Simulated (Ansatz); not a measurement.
# P (black-P type, space group Cmce): energy against volume

P (black-P type, space group Cmce)

```xyz
4
Lattice="1.6511 -5.3454 0.0000 1.6511 5.3454 0.0000 0.0000 0.0000 4.4666" Properties=species:S:1:pos:R:3 pbc="T T T"
P      1.6511     1.0594     2.6132
P      1.6511    -1.0594     1.8534
P      1.6511    -4.2861     4.0867
P      1.6511     4.2861     0.3799
```

The volume is varied about the relaxed value V₀ at fixed cell shape. The atoms relax within the cell's symmetry.

Method: r2SCAN+rVV10 (plane waves to 500 eV, PAW, scalar-relativistic; Ansatz, a quantum-chemistry and plane-wave program). k mesh 10×10×8 (Γ-centred), Fermi-Dirac smearing 0.05 eV. Energies are smeared free energies. With the shape held, the modulus is that of even scaling; a crystal free to change shape is softer. P was relaxed with its symmetry unable to fall. The PAW data are Ansatz's earlier set. ΔE is measured from the relaxed starting cell.

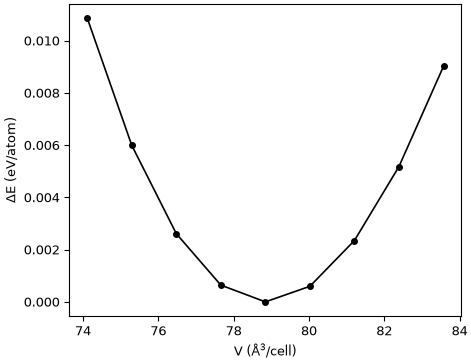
*ΔE (eV/atom) against V (Å³/cell); one marker a computed point.*

The pressure for 5 % compression (fit) is 2.5 GPa, the energy cost of the largest expansion is 9 meV/atom and the bulk modulus at fixed cell shape B₀ (third-order Birch-Murnaghan fit) comes out as 44.6 GPa. The pressure derivative B₀′ (fit) is 3.4 and the pressure at the smallest volume comes out as 3.1 GPa.

P = (3B₀/2)(x⁷ − x⁵)[1 + ¾(B₀′ − 4)(x² − 1)] with x = (1/0.95)^(1/3), B₀ = 44.6 GPa and B₀′ = 3.43.

(Under strain, the slope of the energy per volume gives the stress and its curvature an elastic modulus.)
